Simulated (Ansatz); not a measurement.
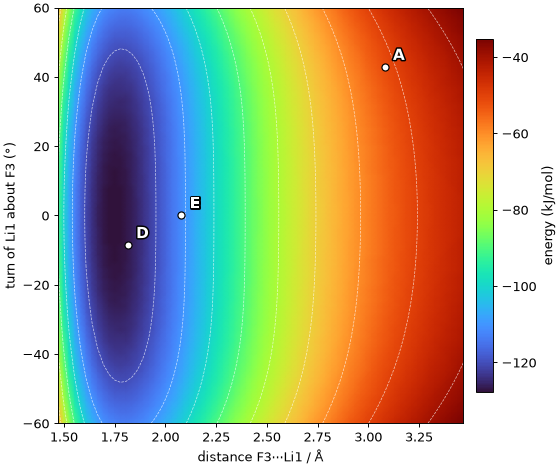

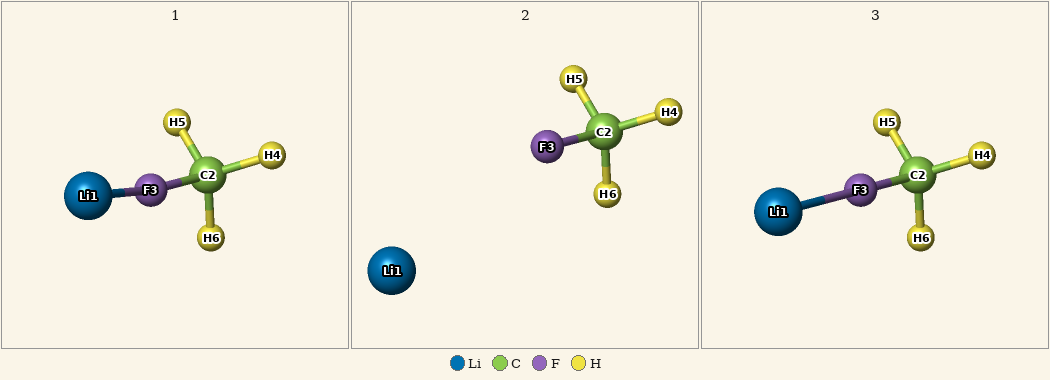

CH3FLi, charge +1. 
- The turn is about an axis along (0.54, 0.84, 0.02) in the frame of the relaxed pair, normal to the line between the partners.
- The first coordinate is: distance F3···Li1; the second: turn of Li1 about F3.
- Grid: 15 × 15 points.
- Points are written as (first, second).
- All energies are given in kJ/mol relative to the ion and the molecule far apart, frozen as in the relaxed pair, each in its own basis (no counterpoise correction).
- The calculation used RKS PBE0-D4/def2-TZVPD in Ansatz.

The picture shows a smooth colour map with a few white contour lines, lettered points. Between grid points the surface is interpolated. The numbered pictures are the structures at these points, in random order.

Q: Which structure belongs to which point?

A: A is structure 2: (3.081 Å, 42.9°), −52 kJ/mol; D is structure 1: (1.815 Å, −8.6°), −127 kJ/mol; E is structure 3: (2.079 Å, 0.0°), −111 kJ/mol.
